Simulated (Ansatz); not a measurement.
Consider F₂H₂OSi···HF.

```xyz
8

Si   -0.1345    0.1146   -0.0178
O    -0.0811   -0.0748    1.6514
H    -0.9056    0.0912    2.1474
H     1.2302    0.2449   -0.5463
F    -1.0039    1.4572   -0.3218
F    -0.9558   -1.1027   -0.7053
F     1.4938   -2.0483    1.1677
H     0.9753   -1.4676    1.7149
```

Method: Ansatz, RKS BLYP-D4/def2-SVP.

> What will maps of the electron density and electron localisation function show?

Si–F (1.62 Å): ρ is about 1 e/Å³ halfway; the ELF peaks at about 0.85 in the valence shell of F, 0.6 Å from its nucleus, and is about 0.45 at the midpoint.
Si–O (1.68 Å): ρ is about 1 e/Å³ halfway; the ELF peaks at about 0.90 between the atoms (a polar covalent bond).

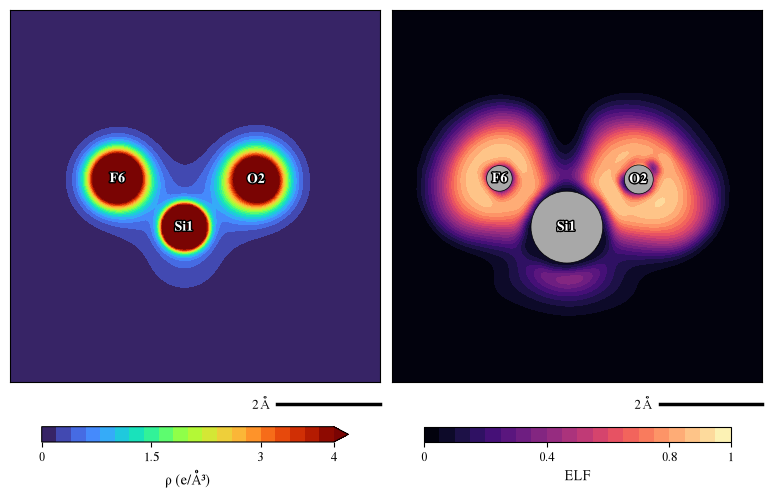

Computed electron density and electron localisation function on the plane of atoms O2, Si1 and F6, in this order. Grey discs cover the atomic cores in the ELF map. 
